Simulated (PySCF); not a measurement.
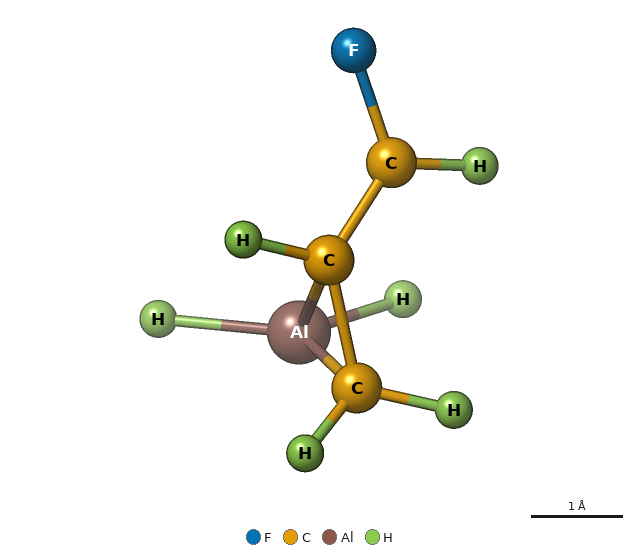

Atoms fade into the background with distance from the viewer. Computed geometry: PBE0-D3(BJ)/def2-SVP optimisation. No frequency run is at hand to confirm it as a minimum. Masses are those of the most abundant isotopes; constants are for the rigid equilibrium geometry.

### Classify the rotor and give the rotational constants (cm⁻¹).

An asymmetric top (C1): A = 0.249, B = 0.0821, C = 0.0685 cm⁻¹. Ray's parameter κ is −0.85, nearer the prolate limit.
